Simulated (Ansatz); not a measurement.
The calculation's input:

```
crystal:
  periodic: [false, false, false]
  atoms:
    - {symbol: C, position_ang: [-1.700597, -1.122358, -0.727954]}
    - {symbol: C, position_ang: [-0.498142, -1.103471, -1.451486]}
    - {symbol: C, position_ang: [0.657419, -0.551074, -0.896453]}
    - {symbol: C, position_ang: [0.635968, -0.005168, 0.394452]}
    - {symbol: C, position_ang: [-0.565795, -0.023160, 1.119456]}
    - {symbol: C, position_ang: [-1.719664, -0.574472, 0.565988]}
    - {symbol: S, position_ang: [-3.207199, -1.804107, -1.361250]}
    - {symbol: Se, position_ang: [2.172998, 0.769471, 1.224822]}
    - {symbol: H, position_ang: [-2.712410, -2.183009, -2.558744]}
    - {symbol: H, position_ang: [-0.454663, -1.522940, -2.461082]}
    - {symbol: H, position_ang: [1.579394, -0.550994, -1.484829]}
    - {symbol: H, position_ang: [3.066451, 0.522599, 0.084790]}
    - {symbol: H, position_ang: [-0.608229, 0.396669, 2.129187]}
    - {symbol: H, position_ang: [-2.646106, -0.578529, 1.148007]}
basis:
  gaussian: {orbitals: def2-SVPD}
hamiltonian: {xc: pbe0}
output: {forces: true, orbitals: {seedname: orbitals}}
```

Command:

```sh
ansatz run input.yaml --threads 4 --pin off --max-ram 7830MiB --events-out events.jsonl --progress --plain --runs-dir runs
```

Geometry: r2SCAN-D4/def2-SVP.

Theory: isolated molecule in a Gaussian basis; Kohn-Sham density functional theory, functional PBE0 in Ansatz.

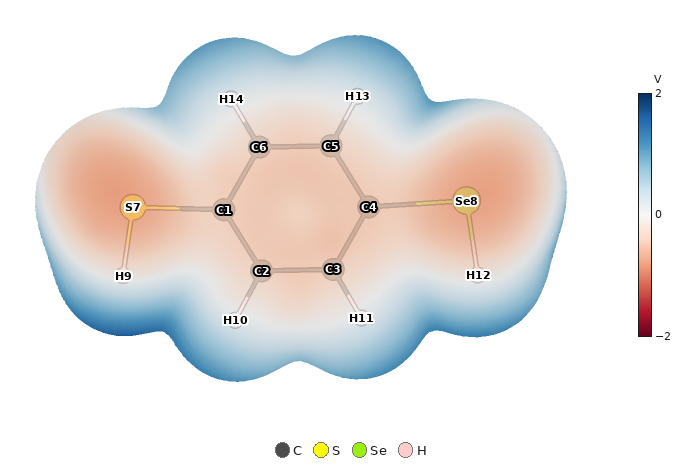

C6H6SSe (SMILES Sc1ccc([SeH])cc1). The molecular electrostatic potential painted on the density surface at 0.002 e/bohr³, seen across its widest extent; the colour scale runs from red (negative) to blue (positive).

**Where is the surface potential most negative and most positive?**

The most negative region (about −0.8 V, or −18 kcal/mol for a unit charge) lies over S7 and Se8, the most positive (about +1.6 V, or +37 kcal/mol for a unit charge) over H9.

**What dipole moment does the calculation give?**

Its dipole moment is 1.33 D.
